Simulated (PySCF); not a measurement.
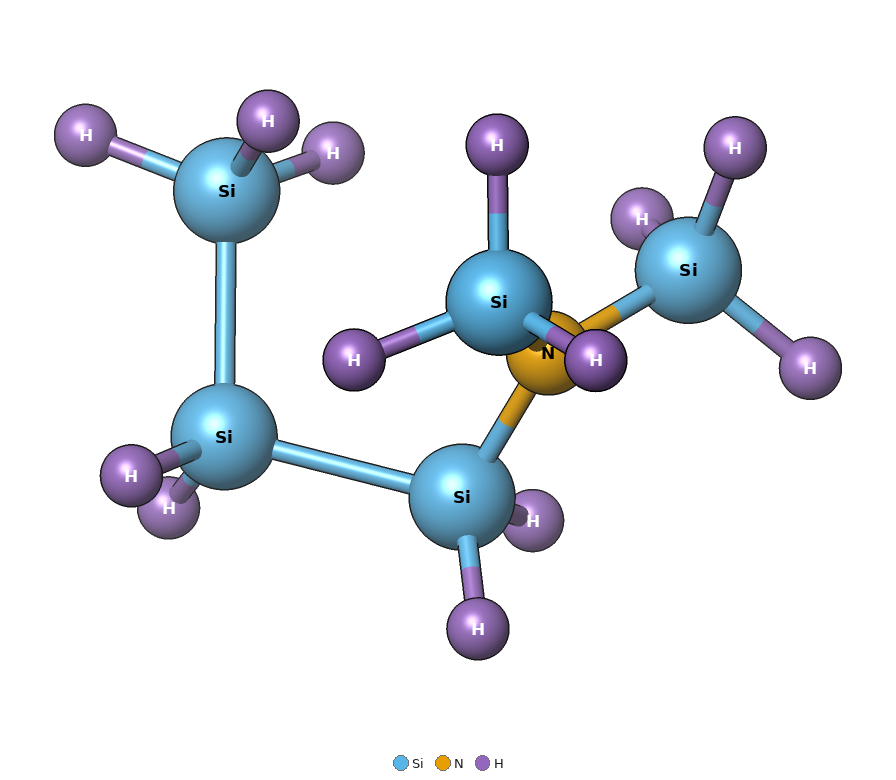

Every bond is drawn as one stick, whatever its order.

What does the picture show?

It has 19 atoms: 13 hydrogen, 1 nitrogen and 5 silicon (H₁₃NSi₅). Its SMILES string is `[SiH3][SiH2][SiH2]N([SiH3])[SiH3]`. It has no ring. Among its groups: Si–H bond, Si–N bond. This geometry has C1 symmetry. Coordination: 5 Si tetrahedral; 1 N trigonal planar.

More results for the same structure follow; atom numbers are the same in all pictures, views and colours differ. Computed geometry: PBE0-D3(BJ)/def2-SVP optimisation. No frequency run is at hand to confirm it as a minimum.

NMR shielding

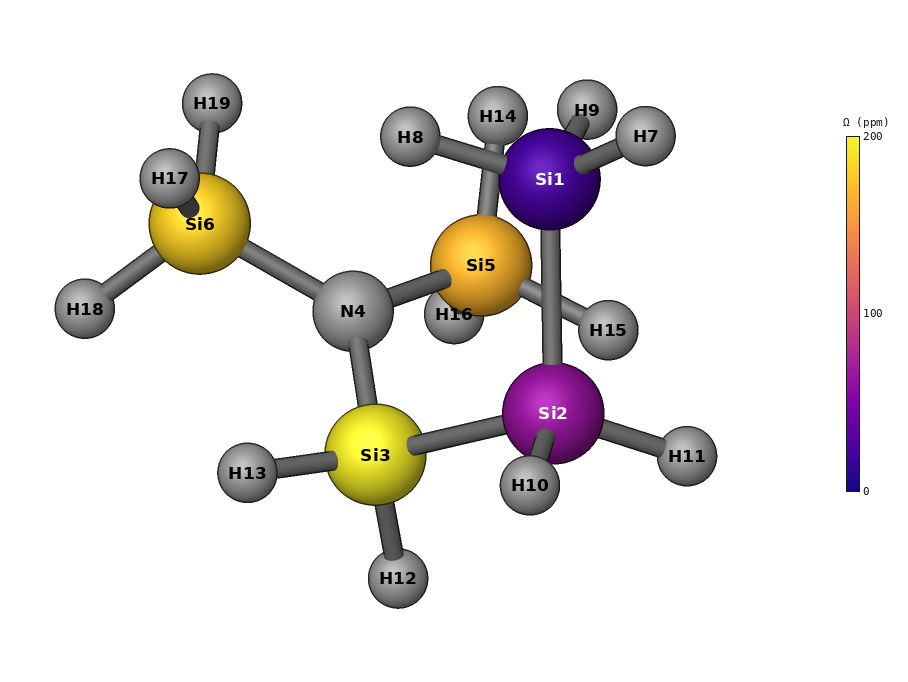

The Si atoms are coloured by the span of their shielding tensor. No frequency run is at hand to confirm it as a minimum. Properties computed with GIAO PBE0/pcSseg-0 NMR shielding, non-relativistic, gas phase (PySCF 2.14.0). Principal shieldings σ11 ≤ σ22 ≤ σ33, span Ω = σ33 − σ11, skew κ = 3(σiso − σ22)/Ω.

Give the shielding tensors of the Si atoms.

```
atom    σ11    σ22    σ33   σiso      Ω      κ
 Si1  496.4  502.2  519.2  505.9   22.8   0.50
 Si2  485.4  523.7  550.4  519.8   64.9  −0.18
 Si3  332.4  385.8  526.7  415.0  194.3   0.45
 Si5  355.0  374.7  523.3  417.7  168.3   0.77
 Si6  349.8  372.2  531.5  417.8  181.7   0.75
```

Shieldings and span in ppm.

Electronic properties

No frequency run is at hand to confirm it as a minimum. Properties computed with PBE0/pcSseg-0, gas phase (PySCF 2.14.0).

Question: What is the HOMO energy (Kohn–Sham orbital)?

Answer: −7.24 eV.

Question: Estimate the HOMO–LUMO gap.

Answer: 6.63 eV.

Question: Estimate the dipole moment.

Answer: 0.20 D.

Charges

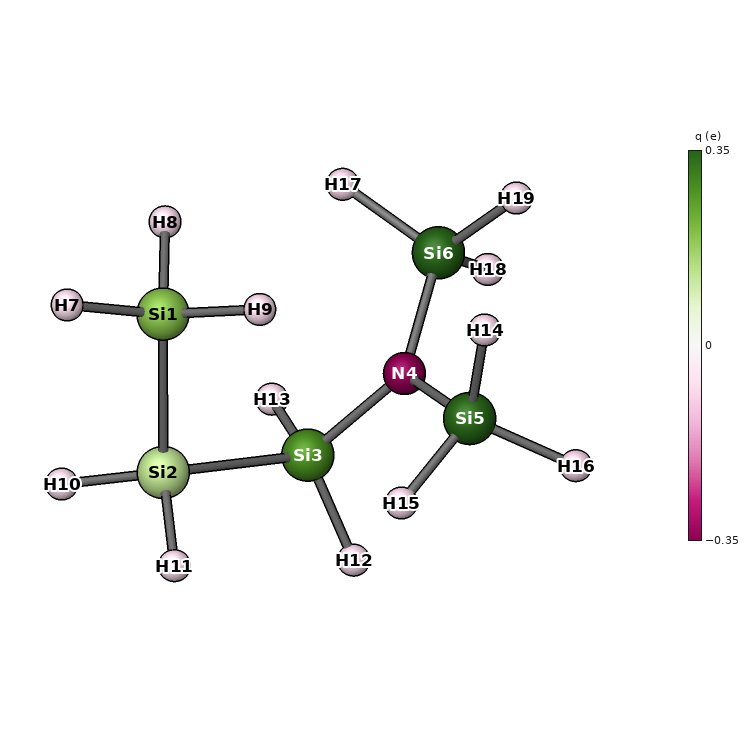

Atoms are coloured by their Hirshfeld charges. No frequency run is at hand to confirm it as a minimum. Level of theory: PBE0/pcSseg-0, gas phase (PySCF 2.14.0).

Give the Hirshfeld charges atom by atom.

```
atom  value (e)
 Si1       0.20
 Si2       0.13
 Si3       0.28
  N4      −0.35
 Si5       0.34
 Si6       0.35
  H7      −0.07
  H8      −0.07
  H9      −0.07
 H10      −0.07
 H11      −0.07
 H12      −0.08
 H13      −0.07
 H14      −0.07
 H15      −0.08
 H16      −0.08
 H17      −0.08
 H18      −0.08
 H19      −0.07
```
